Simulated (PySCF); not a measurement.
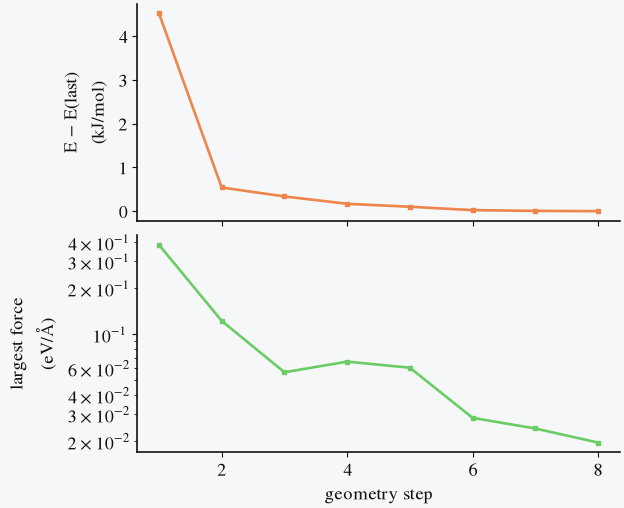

History of a geometry optimisation.

- system: C₇H₁₁ (SMILES C[C]1[C@@H]2CC[C@H]1C2), multiplicity 2
- method: PBE0-D3(BJ)/def2-SVP, geometry optimisation in PySCF

Question: How did it end, and what did it gain?

Answer: The optimisation met its thresholds at geometry 8, counting the start as the first. The energy fell by about 4.5 kJ/mol from the first step to the last. The largest force goes from about 0.39 eV/Å at the start to 0.02 eV/Å at the end.
